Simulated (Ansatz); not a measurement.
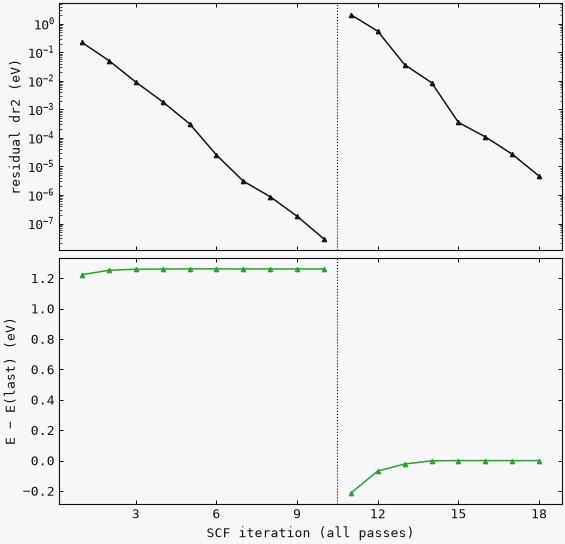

The plot shows the SCF iterations of a calculation: density residual dr2, Harris–Foulkes energy less its last value. Each stretch between dotted lines is the SCF of one geometry step of a relaxation. The starting density is a sum of atomic densities corrected by a trained network.

Hf$_{4}$N (P1, 10 atoms in the cell); Ansatz, DFT PBE, scalar-relativistic, plane waves, PAW; cutoff 420 eV, 6×6×6 k-mesh, Gaussian smearing of 0.2 eV.

> Was self-consistency reached?

It was still iterating, at step 18, when the time limit ended it. There are 2 passes, of 10 and 8 iterations. In pass 2, the residual is still falling at the last step (down to 5 × 10⁻⁶).
